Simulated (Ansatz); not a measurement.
**B3AsN2: the cell at several levels of theory**

Aim: relax B3AsN2 as one 6-atom ordering (P3m1) on the zincblende lattice with PBE and r2SCAN and see how far the functionals disagree on the cell. This is a trial cell built on a prototype, not taken from a measured structure, and it needn't be the compound's ground state.

Program: Ansatz 0.2.0. PAW datasets, plane waves, zero pressure. The structure was generated, not taken from experiment, and needn't be the ground state; spin polarisation is off.

## Step 1: The structure to begin with

This is the cell as the run starts from it, not yet at rest; its lengths are not the crystal's.

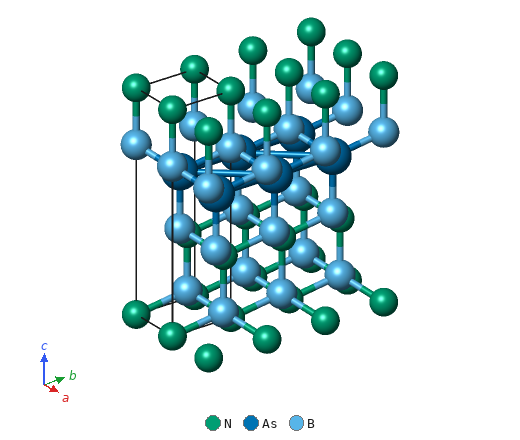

The cell seen slightly off an axis (nitrogen teal, arsenic blue, boron blue). 2×3×1 cells are drawn.

The structure in full:

```cif
data_structure
_symmetry_space_group_name_H-M 'P3m1'
_symmetry_Int_Tables_number 156
_cell_length_a 2.6876
_cell_length_b 2.6876
_cell_length_c 6.5832
_cell_angle_alpha 90.000
_cell_angle_beta 90.000
_cell_angle_gamma 120.000
_cell_volume 41.18
loop_
_atom_site_label
_atom_site_type_symbol
_atom_site_symmetry_multiplicity
_atom_site_Wyckoff_symbol
_atom_site_fract_x
_atom_site_fract_y
_atom_site_fract_z
_atom_site_occupancy
N1 N 1 a 0.00000 0.00000 0.00000 1
N2 N 1 b 0.33333 0.66667 0.33333 1
As1 As 1 c 0.66667 0.33333 0.66667 1
B1 B 1 b 0.33333 0.66667 0.08333 1
B2 B 1 c 0.66667 0.33333 0.41667 1
B3 B 1 a 0.00000 0.00000 0.75000 1
```

## Step 2: Relaxing with PBE

The input, input.yaml:

```yaml
crystal:
  lattice:
    - [2.6875801458, 0.0, 0.0]
    - [-1.3437900729, 2.327512681, 0.0]
    - [0.0, 0.0, 6.5832]
  atoms:
    - { symbol: "N", position: [0.0, 0.0, 0.0] }
    - { symbol: "N", position: [0.3333333333, 0.6666666667, 0.3333333333] }
    - { symbol: As, position: [0.6666666667, 0.3333333333, 0.6666666667] }
    - { symbol: B, position: [0.3333333333, 0.6666666667, 0.0833333333] }
    - { symbol: B, position: [0.6666666667, 0.3333333333, 0.4166666667] }
    - { symbol: B, position: [0.0, 0.0, 0.75] }
kpoints:
  mp_grid: { grid: [12, 12, 4] }
hamiltonian:
  xc: pbe
scf:
  occupations: { method: fermi_dirac, width: 0.02 }
relax:
  f_tol: 0.005
  cell: {}
output:
  write_density: true
  write_potential: true
  elf: true
  volumetric_format: npy
```

Started as:

```sh
$ ansatz run input.yaml --threads 4 --pin off --max-ram 6451MiB --backend cpu --events-out ev --progress --plain --runs-dir out
```

What it wrote:

```text
Warning: RAYON_NUM_THREADS=4 ignored (pool sized by the plan → 4); use --threads N
Engine: ansatz 0.2.0, aarch64-unknown-linux-gnu
Pseudopotentials: kind: paw
Pseudopotential: N, paw, valence charge 5, recommended cutoff 420 eV (normal), N.paw.azcp
Pseudopotential: As, paw, valence charge 15, recommended cutoff 420 eV (normal), As.paw.azcp
Pseudopotential: B, paw, valence charge 3, recommended cutoff 420 eV (normal), B.paw.azcp
Functional definition: PBE
  parameter kappa = 0.804
  parameter beta = 0.06672455060314922
  exchange = pbe_x(kappa = kappa, mu = beta*pi^2/3)
  correlation = pbe_c(beta = beta)
Crystal: 6 atoms, lattice volume = 41.180 Å³
Basis set: ecut = 420 eV, 845 PW (Γ), exchange–correlation on 36×36×90 points (8 copies of the dense FFT grid, shifted against one another)
Bands: 23, of which v1, the nominal top of the filled ones, is band 17 counted from 1 (16 counted from 0)
Symmetry: 6 space group operations
Space group: P3m1 (ITA 156), of the structure as read, at distance tolerance 3.5e-5 Å
k-points: 69 of 576 (time reversal used)
Non-local potential: N, projectors of the file, l = 0: 2, l = 1: 2, l = 2: 1
Non-local potential: As, projectors of the file, l = 0: 2, l = 1: 2, l = 2: 3, l = 3: 1
Non-local potential: B, projectors of the file, l = 0: 2, l = 1: 2, l = 2: 1
PAW form: soft (Blöchl's): semilocal exchange-correlation on the pseudo side does not see the compensation charge
PAW one-centre angular grid: N, 110 points (default); XC on 64 Gauss nodes
PAW one-centre angular grid: As, 590 points (default); XC on 64 Gauss nodes
PAW one-centre angular grid: B, 110 points (default); XC on 64 Gauss nodes
Initial density: superposition of atomic densities (neutral atoms: chi_scale 0, normalization atom), corrected by the library's trained network
Initial wavefunctions: pseudopotential atomic-orbital guess
Functional: x = pbe(κ = 0.804, μ = 0.2195149727645171), c = pbe(β = 0.06672455060314922)
SCF iter   1: F=—  HF=-6086.792626 eV  |F-HF|=—  |Δ(HF+E_count)|=         —  Δρ=1.46e-2  dr2=3.08e-1  ethr=1.77e-3  ⟨swp⟩=5.8  Hψ=7418  notcnv=0
preconditioner: auto → none  [insulator: Δε(μ)=0.849 eV  Ē_g=15.490 eV  σ=0.020 eV  W_gap=1.00  n_scr=4 (ndim 8)  ℏωp=28.3 eV  f_vac=0.000  D(μ)=0.00/eV (n_scr^D=0)  ε∞_Penn≈4.3]
SCF iter   2: F=—  HF=-6086.717497 eV  |F-HF|=—  |Δ(HF+E_count)|=   7.51e-2  Δρ=6.66e-3  dr2=2.26e-2  ethr=9.07e-4  ⟨swp⟩=2.4  Hψ=2599  notcnv=0  defer=97
SCF iter   3: F=—  HF=-6086.711042 eV  |F-HF|=—  |Δ(HF+E_count)|=   6.46e-3  Δρ=2.72e-3  dr2=3.82e-3  ethr=6.65e-5  ⟨swp⟩=2.5  Hψ=2411  notcnv=0  defer=97
SCF iter   4: F=—  HF=-6086.710022 eV  |F-HF|=—  |Δ(HF+E_count)|=   1.02e-3  Δρ=6.36e-4  dr2=6.95e-5  ethr=1.12e-5  ⟨swp⟩=2.1  Hψ=2276  notcnv=0  defer=97
SCF iter   5: F=—  HF=-6086.710045 eV  |F-HF|=—  |Δ(HF+E_count)|=   2.29e-5  Δρ=1.40e-4  dr2=4.88e-6  ethr=2.04e-7  ⟨swp⟩=2.2  Hψ=2368  notcnv=0  defer=97
SCF iter   6: F=—  HF=-6086.710045 eV  |F-HF|=—  |Δ(HF+E_count)|=   4.48e-7  Δρ=3.16e-5  dr2=2.18e-7  ethr=1.44e-8  ⟨swp⟩=2.0  Hψ=2059  notcnv=0  defer=97
SCF iter   7: F=-6086.710046 eV  HF=-6086.710046 eV  |F-HF|=2.96e-9  |Δ(HF+E_count)|=   6.23e-8  Δρ=7.02e-6  dr2=8.66e-9  ethr=2.94e-10  ⟨swp⟩=7.9  Hψ=8849  notcnv=0
SCF 1 converged in 7 iterations: F = -6086.710046 eV  dr2 = 8.66e-9
relax step   1: F+E_penalty+E_count = -6086.71004555 eV  Δ(F+E_penalty+E_count) = +0.000e0 eV  max|allowed force component| = 1.306e1 eV/Å  Δτ_max = 0.0000 Å  P = +100.861 GPa  Ω = 41.180 Å³  (7 SCF iters, dr2 threshold 1.00e-7 eV, accepted)
[... from here on, the SCF cycles and remarks between the steps are left out ...]
relax step   2: F+E_penalty+E_count = -6090.66340868 eV  Δ(F+E_penalty+E_count) = -3.953e0 eV  max|allowed force component| = 6.471e0 eV/Å  Δτ_max = 0.1426 Å  P = +39.742 GPa  Ω = 45.488 Å³  energy of the carried Pulay correction = -1.827e-2 eV  (7 SCF iters, dr2 threshold 6.00e-7 eV, accepted)
relax step   3: F+E_penalty+E_count = -6091.93956241 eV  Δ(F+E_penalty+E_count) = -1.276e0 eV  max|allowed force component| = 3.259e0 eV/Å  Δτ_max = 0.1242 Å  P = +23.044 GPa  Ω = 46.589 Å³  energy of the carried Pulay correction = -2.265e-2 eV  (7 SCF iters, dr2 threshold 6.00e-7 eV, accepted)
relax step   4: F+E_penalty+E_count = -6092.35978730 eV  Δ(F+E_penalty+E_count) = -4.202e-1 eV  max|allowed force component| = 6.436e-1 eV/Å  Δτ_max = 0.0977 Å  P = +5.779 GPa  Ω = 48.653 Å³  energy of the carried Pulay correction = -3.058e-2 eV  (7 SCF iters, dr2 threshold 6.00e-7 eV, accepted)
relax step   5: F+E_penalty+E_count = -6092.38447699 eV  Δ(F+E_penalty+E_count) = -2.469e-2 eV  max|allowed force component| = 4.302e-1 eV/Å  Δτ_max = 0.0075 Å  P = +1.403 GPa  Ω = 49.484 Å³  energy of the carried Pulay correction = -3.367e-2 eV  (6 SCF iters, dr2 threshold 6.00e-7 eV, accepted)
relax step   6: F+E_penalty+E_count = -6092.38938017 eV  Δ(F+E_penalty+E_count) = -4.903e-3 eV  max|allowed force component| = 1.979e-1 eV/Å  Δτ_max = 0.0202 Å  P = +0.100 GPa  Ω = 49.829 Å³  energy of the carried Pulay correction = -3.494e-2 eV  (6 SCF iters, dr2 threshold 6.00e-7 eV, accepted)
relax step   7: F+E_penalty+E_count = -6092.39044868 eV  Δ(F+E_penalty+E_count) = -1.069e-3 eV  max|allowed force component| = 4.833e-2 eV/Å  Δτ_max = 0.0073 Å  P = -0.113 GPa  Ω = 49.830 Å³  energy of the carried Pulay correction = -3.495e-2 eV  (6 SCF iters, dr2 threshold 6.00e-7 eV, accepted)
relax step   8: F+E_penalty+E_count = -6092.39061255 eV  Δ(F+E_penalty+E_count) = -1.639e-4 eV  max|allowed force component| = 5.628e-3 eV/Å  Δτ_max = 0.0011 Å  P = -0.002 GPa  Ω = 49.817 Å³  energy of the carried Pulay correction = -3.490e-2 eV  (6 SCF iters, dr2 threshold 4.33e-7 eV, accepted)
relax step   9: F+E_penalty+E_count = -6092.39060972 eV  Δ(F+E_penalty+E_count) = +2.837e-6 eV  max|allowed force component| = 4.574e-4 eV/Å  Δτ_max = 0.0002 Å  P = +0.001 GPa  Ω = 49.818 Å³  energy of the carried Pulay correction = -3.490e-2 eV  (6 SCF iters, accepted)
relax step  10: F+E_penalty+E_count = -6092.47182121 eV  Δ(F+E_penalty+E_count) = -8.121e-2 eV  max|allowed force component| = 2.034e-2 eV/Å  Δτ_max = 0.0000 Å  P = +1.916 GPa  Ω = 49.818 Å³  stress off target by 2.25e0 GPa  SCF on the basis re-selected at this cell (its energy is not comparable with the rows above)  (7 SCF iters)
relax step  11: F+E_penalty+E_count = -6092.47285814 eV  Δ(F+E_penalty+E_count) = -1.037e-3 eV  max|allowed force component| = 1.019e-2 eV/Å  Δτ_max = 0.0017 Å  P = +0.089 GPa  Ω = 50.205 Å³  energy of the carried Pulay correction = -1.360e-3 eV  (6 SCF iters, dr2 threshold 6.00e-7 eV, accepted)
relax step  12: F+E_penalty+E_count = -6092.47279436 eV  Δ(F+E_penalty+E_count) = +6.378e-5 eV  max|allowed force component| = 3.319e-3 eV/Å  Δτ_max = 0.0003 Å  P = -0.004 GPa  Ω = 50.225 Å³  energy of the carried Pulay correction = -1.432e-3 eV  (6 SCF iters, accepted)
relax step  13: F+E_penalty+E_count = -6092.47426023 eV  Δ(F+E_penalty+E_count) = -1.466e-3 eV  max|allowed force component| = 3.542e-3 eV/Å  Δτ_max = 0.0000 Å  P = +0.004 GPa  Ω = 50.225 Å³  stress off target by 9.17e-3 GPa  SCF on the basis re-selected at this cell (its energy is not comparable with the rows above)  (6 SCF iters)
basis re-selected at this cell: Δ(F+E_penalty+E_count) = -1.466e-3 eV, ΔP = +0.008 GPa vs the last step (what re-selecting the basis moved, of the pressure what is left beyond the Pulay correction that the steps carried, after the strain that the cell walked since its last selection, with what the two solves' SCF thresholds leave and, on support functions, any second-order correction that the steps lacked; it is no measure of the basis error at this ecutwfc). This SCF's stress stands 9.17e-3 GPa from its target on what of the cell is left free (relax.cell.stress_tol is 5.00e-2 GPa) and its largest allowed force component is 3.54e-3 eV/Å (relax.f_tol is 5.00e-3 eV/Å): within both
SCF converged after 6 iterations
Free energy (F): -6092.474260 eV
Harris-Foulkes:  -6092.474260 eV  (|F-HF|=1.82e-12)
Internal energy: -6092.473974 eV  (E = F + TS)
E sigma→0 (E₀):  -6092.474117 eV
Entropy (-TS):   -0.000286 eV (-0.048 meV/atom)
Fermi energy:    13.965254 eV
--- Per-component energies (eV) ---
  E_band       = -134.559922
  E_kinetic    = 513.635136
  E_local      = -2307.159385  (includes V_loc(G=0)·N_el)
  E_nonlocal   = -546.529881
  E_hartree    = 1183.997603
  E_xc         = -296.741894
  E_vxc        = -348.025983  (∫ρ·V_xc dr)
  E_paw        = -2325.666744  (= ΣΔE_a)
  E_vpaw       = 185.524787  (= ΣTr[D̂ρ^β])
  E_aug_tail   = 0.000195  (compensation charges beyond the density's cutoff)
  E_ewald      = -2314.009004
  E_smearing   = -0.000286  (= −TS)
  E_closure    = -0.000000  (closes the sum)
  Σ components = -6092.474260   (vs F -6092.474260, Δ=0.00e0)
--- Forces (eV/Å), atoms counted from 1 ---
  atom   1  N      0.00000000    -0.00000000     0.00309009
  atom   2  N      0.00000000    -0.00000000    -0.00034940
  atom   3  As     0.00000000     0.00000000     0.00125624
  atom   4  B      0.00000000     0.00000000    -0.00221500
  atom   5  B      0.00000000     0.00000000     0.00175893
  atom   6  B      0.00000000     0.00000000    -0.00354166
  max |Σ_I F_I| component: 7.95e-7 eV/Å
--- Stress (GPa, compression-positive) ---
        0.009174       0.000000       0.000000
        0.000000       0.009174      -0.000000
        0.000000      -0.000000      -0.006105
  P = ⅓ Tr σ = 0.0041 GPa (0.041 kbar)
--- Band table (eV; the first three rows and the last of 69) ---
  k-point 0: bands = ["-22.8726", "-22.8726", "-22.8573", "-22.8159", "-22.8159", "-7.6178", "-5.6372", "-3.7767", "2.9469", "4.1092", "7.9856", "7.9856", "9.0958", "9.0958", "10.0387", "14.7226", "14.7226", "15.1544", "15.8634", "16.8565", "17.1931", "17.1931", "18.8041"]
  k-point 1: bands = ["-22.8726", "-22.8726", "-22.8573", "-22.8159", "-22.8159", "-7.5781", "-5.8292", "-3.4776", "1.9204", "5.5024", "7.9808", "7.9808", "9.1068", "9.1068", "9.2790", "14.6313", "14.6313", "15.3734", "15.8432", "16.9580", "17.4240", "17.4240", "18.7279"]
  k-point 2: bands = ["-22.8726", "-22.8726", "-22.8573", "-22.8158", "-22.8158", "-7.5339", "-5.9961", "-3.1860", "1.3103", "7.0712", "7.9373", "7.9762", "7.9762", "9.1183", "9.1183", "14.5488", "14.5488", "15.5651", "15.8063", "17.0732", "17.6904", "17.6904", "18.6129"]
  k-point 68: bands = ["-22.8662", "-22.8554", "-22.8188", "-22.8185", "-22.8133", "-4.4510", "-4.0203", "1.3362", "2.3224", "2.8201", "3.1573", "4.9431", "5.5849", "6.0200", "6.4870", "6.5640", "8.0149", "16.1670", "16.4957", "17.8492", "19.3473", "19.8165", "20.1424"]
--- Relaxed structure (11 steps of the walk, 11 accepted, 2 SCFs on fresh bases) ---
  F+E_penalty+E_count = -6092.47426023 eV   max|allowed force component| = 3.542e-3 eV/Å   (the final SCF, on the basis selected at the relaxed cell)
  cell:  # Å, volume = 50.2251 Å³
    - [2.847717536108157, 5.9955872126239835e-34, 1.1991174425247967e-33]
    - [-1.4238587680540784, 2.4661957290720933, -5.4457341688840665e-33]
    - [2.9372258758176358e-33, -1.3707054087148964e-32, 7.151490153561928]
  atoms:
    - { symbol: N, position: [1.3720115941301591e-33, 3.0386269419721255e-33, 0.01729855269127655] }
    - { symbol: N, position: [0.33333333333333326, 0.6666666666666665, 0.30546535576998457] }
    - { symbol: As, position: [0.6666666666666665, 0.33333333333333326, 0.6651742436181544] }
    - { symbol: B, position: [0.33333333333333326, 0.6666666666666665, 0.08755449227485232] }
    - { symbol: B, position: [0.6666666666666665, 0.33333333333333326, 0.37359371300052224] }
    - { symbol: B, position: [-3.521104277414783e-33, -6.890925546166745e-33, 0.8009136426452098] }
```

Wall time 30 s (4 threads of Arm Neoverse V1, shared host); peak memory 0.45 GiB.

Ionic steps:

| step | energy change (meV/atom) | largest force (eV/Å) | pressure (GPa) | volume (Å³/atom) |
| --- | --- | --- | --- | --- |
| 1 | 0.0 | 13.0650 | 100.86 | 6.863 |
| 2 | -658.9 | 6.4710 | 39.74 | 7.581 |
| 3 | -871.6 | 3.2592 | 23.04 | 7.765 |
| 4 | -941.6 | 0.6436 | 5.78 | 8.109 |
| 5 | -945.7 | 0.4302 | 1.40 | 8.247 |
| 6 | -946.6 | 0.1979 | 0.10 | 8.305 |
| 7 | -946.7 | 0.0483 | -0.11 | 8.305 |
| 8 | -946.8 | 0.0056 | 0.00 | 8.303 |
| 9 | -946.8 | 0.0005 | 0.00 | 8.303 |
| 10 | -960.3 | 0.0203 | 1.92 | 8.303 |
| 11 | -960.5 | 0.0102 | 0.09 | 8.368 |
| 12 | -960.5 | 0.0033 | 0.00 | 8.371 |
| 13 | -960.7 | 0.0035 | 0.00 | 8.371 |

Steps 10, 13 solve the same cell on a plane-wave basis chosen anew, so the energy can jump there without a move.

The table lists every geometry solved, with passes on a fresh basis, whose energies don't compare exactly with the rows above.

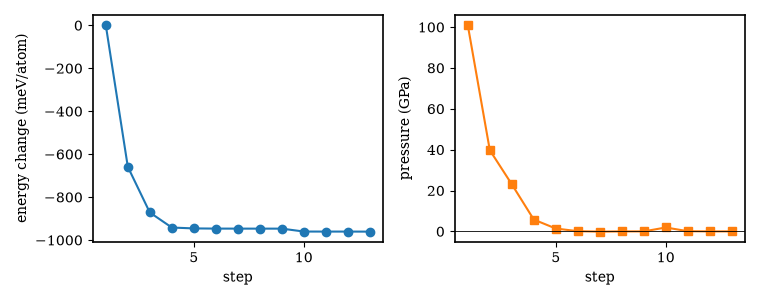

Energy and pressure along the relaxation.

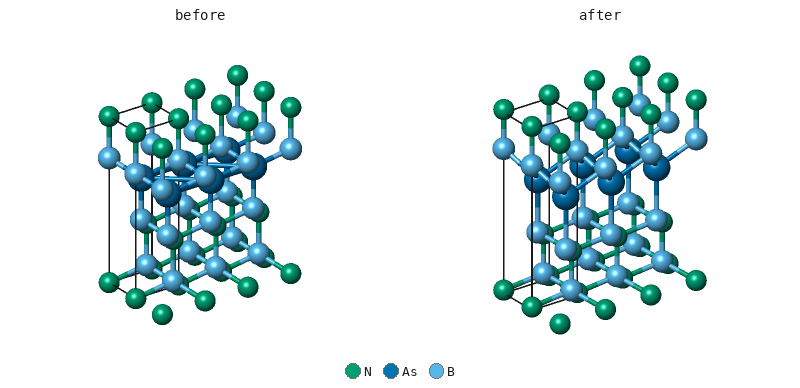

Before and after, at one scale.

|  | before | after | change |
| --- | --- | --- | --- |
| a (Å) | 2.688 | 2.848 | +5.96 % |
| c (Å) | 6.583 | 7.151 | +8.63 % |
| volume (Å³/atom) | 6.863 | 8.371 | +21.96 % |
| shortest distance (Å) | 1.646 | 1.547 | -5.97 % |
| space group | P3m1 | P3m1 | same |

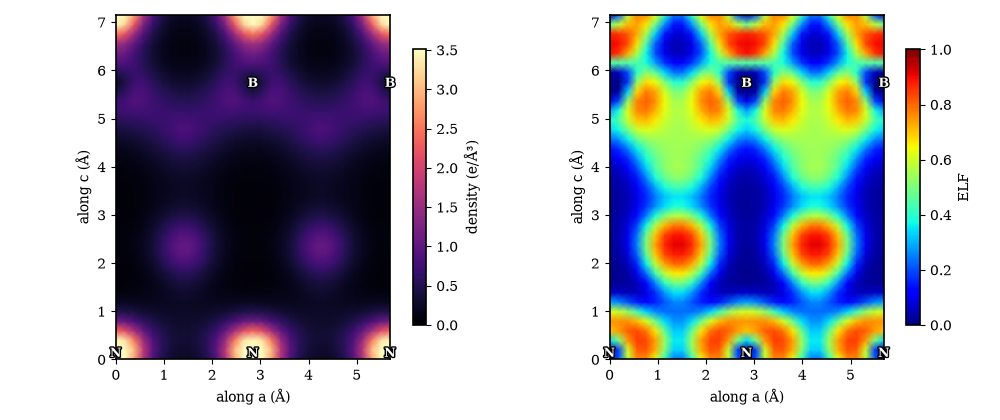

Density (left) and ELF (right) in a lattice plane of the grid's cell (edges 2.85 and 7.15 Å, at 0.000 of the third edge), which holds N and B. Only atoms in the plane are labelled. Both are smooth fields of the valence electrons: close to the nuclei they are not physical.

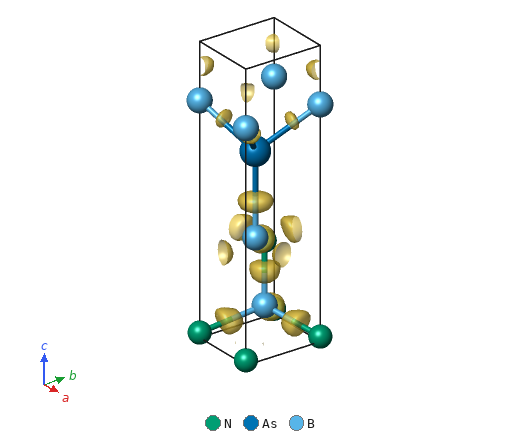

Surface of ELF = 0.85, drawn in one cell.

The highest ELF values outside the cores: 0.92 on the B–As line, 0.9 Å from B; 0.92 on the B–N line, 0.8 Å from B.

## Step 3: Relaxing with r2SCAN

The cell of step 2 is the starting point.

The input, input.yaml:

```yaml
crystal:
  lattice:
    - [2.8477175361, 0.0, 0.0]
    - [-1.4238587681, 2.4661957291, 0.0]
    - [0.0, 0.0, 7.1514901536]
  atoms:
    - { symbol: "N", position: [0.0, 0.0, 0.0172985527] }
    - { symbol: "N", position: [0.3333333333, 0.6666666667, 0.3054653558] }
    - { symbol: As, position: [0.6666666667, 0.3333333333, 0.6651742436] }
    - { symbol: B, position: [0.3333333333, 0.6666666667, 0.0875544923] }
    - { symbol: B, position: [0.6666666667, 0.3333333333, 0.373593713] }
    - { symbol: B, position: [0.0, 0.0, 0.8009136426] }
kpoints:
  mp_grid: { grid: [12, 12, 4] }
hamiltonian:
  xc: r2scan
scf:
  occupations: { method: fermi_dirac, width: 0.02 }
relax:
  f_tol: 0.005
  cell: {}
```

Started as:

```sh
$ ansatz run input.yaml --threads 4 --pin off --max-ram 6451MiB --backend cpu --events-out ev --progress --plain --runs-dir out
```

What it wrote, shortened:

```text
Warning: RAYON_NUM_THREADS=4 ignored (pool sized by the plan → 4); use --threads N
[...]
[... 1 set-up line as earlier in the session ...]
Pseudopotential: N, paw, valence charge 5, recommended cutoff 500 eV (meta_gga), N.paw.azcp
Pseudopotential: As, paw, valence charge 15, recommended cutoff 500 eV (meta_gga), As.paw.azcp
Pseudopotential: B, paw, valence charge 3, recommended cutoff 500 eV (meta_gga), B.paw.azcp
Functional definition: r2SCAN
[...]
Crystal: 6 atoms, lattice volume = 50.225 Å³
Basis set: ecut = 500 eV, 1263 PW (Γ), exchange–correlation on 96×96×216 points (64 copies of the dense FFT grid, shifted against one another)
Bands: 23, of which v1, the nominal top of the filled ones, is band 17 counted from 1 (16 counted from 0)
[... 1 set-up line as earlier in the session ...]
Space group: P3m1 (ITA 156), of the structure as read, at distance tolerance 3.7e-5 Å
k-points: 69 of 576 (time reversal used)
[...]
  P = ⅓ Tr σ = -0.0073 GPa (-0.073 kbar)
--- Relaxed structure (7 steps of the walk, 6 accepted, 1 SCFs on fresh bases) ---
  F+E_penalty+E_count = -6104.90948259 eV   max|allowed force component| = 3.546e-3 eV/Å   (the final SCF, on the basis selected at the relaxed cell)
  cell:  # Å, volume = 49.7288 Å³
    - [2.843003081121606, 2.881967825432647e-11, -1.5062381012253516e-18]
    - [-1.4215015405857616, 2.462112891274332, 7.531190506259068e-19]
    - [-3.782624790998803e-18, 3.1378003217845564e-32, 7.104317140494823]
  atoms:
    - { symbol: N, position: [-7.588940652404872e-20, 8.88457909294576e-31, 0.016827106739751352] }
    - { symbol: N, position: [0.3333333333333333, 0.6666666666666665, 0.3056058696578913] }
    - { symbol: As, position: [0.6666666666666666, 0.3333333333333332, 0.66599312306482] }
    - { symbol: B, position: [0.3333333333333333, 0.6666666666666665, 0.08757929383319955] }
    - { symbol: B, position: [0.6666666666666666, 0.3333333333333332, 0.37474921327364863] }
    - { symbol: B, position: [-2.685407237904064e-19, 3.1443028407493157e-30, 0.7992453934306888] }
```

Wall time 39 s (4 threads of Arm Neoverse V1, shared host); peak memory 0.57 GiB.

The steps:

| step | energy change (meV/atom) | largest force (eV/Å) | pressure (GPa) | volume (Å³/atom) |
| --- | --- | --- | --- | --- |
| 1 | 0.0 | 0.3239 | -3.14 | 8.371 |
| 2 | -1.2 | 0.1689 | -1.08 | 8.310 |
| 3 | -1.5 | 0.0453 | 0.12 | 8.279 |
| 4* | -1.4 | 0.0896 | 0.11 | 8.284 |
| 5 | -1.5 | 0.0125 | 0.08 | 8.283 |
| 6 | -1.5 | 0.0085 | 0.00 | 8.288 |
| 7 | -1.5 | 0.0035 | -0.01 | 8.288 |
| 8 | -1.5 | 0.0035 | -0.01 | 8.288 |

A star marks a trial step that the optimiser took back.

The table lists every geometry solved, with passes on a fresh basis, whose energies don't compare exactly with the rows above.

|  | before | after | change |
| --- | --- | --- | --- |
| a (Å) | 2.848 | 2.843 | -0.17 % |
| c (Å) | 7.151 | 7.104 | -0.66 % |
| volume (Å³/atom) | 8.371 | 8.288 | -0.99 % |
| shortest distance (Å) | 1.547 | 1.546 | -0.11 % |
| space group | P3m1 | P3m1 | same |

## Step 4: Results

```
 level  a (Å)  c (Å)  volume (Å³/atom)  space group  SCF geometries
   PBE  2.848  7.151             8.371         P3m1              13
r2SCAN  2.843  7.104             8.288         P3m1               8
```

**Reading.** From the start to the first minimum the volume moved by +22.0 %. The volume runs from r2SCAN (least) to PBE (most), a spread of 1.0 %, or 0.3 % in length if all axes shared it alike.
